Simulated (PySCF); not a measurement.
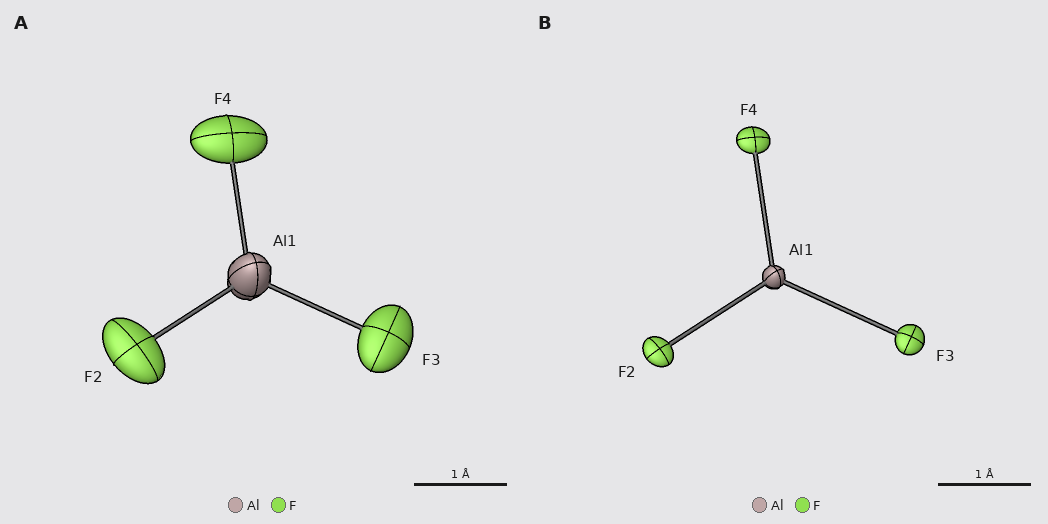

Displacement ellipsoids at the 50 % level, scaled by 3, from the internal vibrations of the free molecule (harmonic, no overall translation or rotation; no half-axis is drawn under 0.075 Å). Vibrations computed with RKS-based PBE0, Al def2-TZVP, F def2-TZVP; non-relativistic; density fitting (PySCF 2.14.0). One panel is for 0 K (zero-point motion alone), the other for 900 K.

Which panel is for 900 K?

A.

How much does the mean-square displacement of F3 grow, and why?

U_eq goes from 0.0010 to 0.0045 Å², a factor of 4.3. Modes below kT (626 cm⁻¹ at 900 K) grow about in proportion to T, and the lowest lies at 243 cm⁻¹; the mean-square amplitude of a mode is its zero-point value times coth(ħω/2kT), which comes close to 1 only above about 3kT.
